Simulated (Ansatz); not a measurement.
**AlH (SMILES [AlH]): RPA@PBE/cc-pVTZ**

What is the electronic atomisation energy of AlH at RPA@PBE/cc-pVTZ? 

Program for the calculation: Ansatz 0.2.0.

53 further runs of the same task are left out: 53 set aside as unsound or not needed.

**1. The structure to begin with**

The species is AlH (2 atoms), meant as a singlet with charge 0. SMILES: `[AlH]`. Geometry: a GFN2-xTB relaxation, a rough one for these elements and not checked as a minimum.

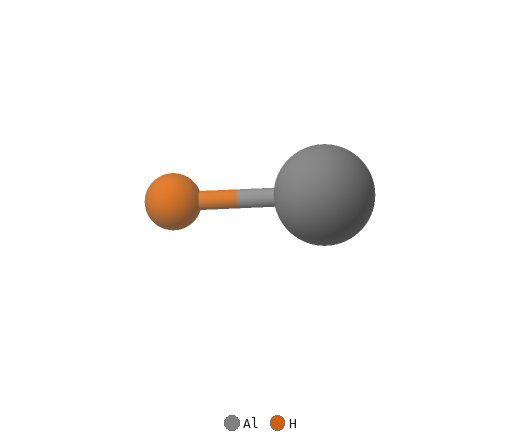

Viewed from a chosen angle; aluminium grey, hydrogen orange.

**2. A single-point energy at RPA@PBE/cc-pVTZ**

Contents of in.yaml:

```yaml
basis:
  gaussian:
    orbitals: cc-pVTZ
crystal:
  periodic: [false, false, false]
  atoms:
    - {symbol: Al, position_ang: [0.000000, 0.000000, 0.000000]}
    - {symbol: H, position_ang: [0.000000, 0.000000, 1.613470]}
hamiltonian:
  xc: pbe
correlation:
  method: rpa
  frozen_orbitals: {Al: 5, H: 0}
accuracy: high
```

The run is started by

```console
ansatz run in.yaml --threads 1 --pin off --max-ram 2610MiB --events-out events.jsonl --progress --plain --runs-dir runs
```

Log:

```text
Warning: RAYON_NUM_THREADS=1 ignored (pool sized by the plan → 1); use --threads N
Functional definition: PBE
  name "PBE"
  parameter kappa = 0.804
  parameter beta = 0.06672455060314922
  exchange = pbe_x(kappa = kappa, mu = beta*pi^2/3)
  correlation = pbe_c(beta = beta)
632 factors; integrals over basis functions are off by at most 3.7e-9 eV
mean field evaluation 1: about -6607.2227 eV, gradient 1.3e1 eV
mean field evaluation 2: about -6607.2202 eV, gradient 1.3e1 eV
mean field evaluation 4: about -6607.9468 eV, gradient 1.3e0 eV
mean field evaluation 8: about -6607.9576 eV, gradient 2.3e-3 eV
mean field evaluation 16: about -6607.9576 eV, gradient 2.8e-7 eV
mean field -6607.95756968 eV, -242.8379616511 hartree, gradient 5.0e-9 eV, S^2 0.000000; 0 other end points of the search recorded, 0 dependent functions left out
5 core orbitals not correlated: weight in the atoms' cores, before any rotation towards them, 1.000 or more for the frozen orbitals, at most 0.000 for the correlated occupied ones
reference -6597.50737223 eV, -242.4539239784 hartree; 2, 2 occupied and 41, 41 virtual orbitals, 632 factors
Total energy: -6601.63076584 eV, -242.6054558985 hartree
```

Run time: 1.9 s. Hardware: 1 thread of Intel Xeon Platinum 8259CL at 2.50GHz (Skylake/Cascade Lake), shared host; peak memory 0.13 GiB.

**3. The Al atom, same level**

Contents of in.yaml:

```yaml
crystal:
  periodic: [false, false, false]
  atoms:
    - symbol: Al
      position_ang: [0.000000, 0.000000, 0.000000]
basis:
  gaussian: {orbitals: cc-pVTZ}
accuracy: high
correlation: {method: rpa, frozen_orbitals: {Al: 5}}
magnetization: {spin_polarized: true, initial_magnetization: 1}
hamiltonian: {xc: pbe}
```

Run the same way, it converges to -241.97662 Eh (log not shown).

**4. The H atom at the same level**

Contents of molecule.yaml:

```yaml
crystal:
  periodic: [false, false, false]
  atoms:
    - symbol: H
      position_ang: [0.000000, 0.000000, 0.000000]
basis:
  gaussian:
    orbitals: cc-pVTZ
magnetization:
  spin_polarized: true
  initial_magnetization: 1
hamiltonian:
  xc: pbe
correlation:
  method: rpa
  frozen_orbitals: {H: 0}
accuracy: high
```

Run the same way, it converges to -0.51761 Eh (log not shown).

**5. Summary of results**

Level: RPA@PBE/cc-pVTZ, 5 core orbitals frozen.

| quantity | value |
| --- | --- |
| molecule: total energy | -242.60546 Eh |
| molecule: RPA correlation energy (valence) | -151.5 mEh |
| Al atom: total energy | -241.97662 Eh |
| Al atom: RPA correlation energy (valence) | -103.0 mEh |
| Al atom: ⟨S²⟩ of the reference determinant | 0.755 |
| H atom: total energy | -0.51761 Eh |
| H atom: RPA correlation energy | -18.2 mEh |
| H atom: ⟨S²⟩ of the reference determinant | 0.750 |
| electronic atomisation energy | 3.027 eV |

What this shows: Taking the molecule apart into free atoms costs 3.03 eV (70 kcal/mol), before zero-point energy and without spin-orbit coupling.
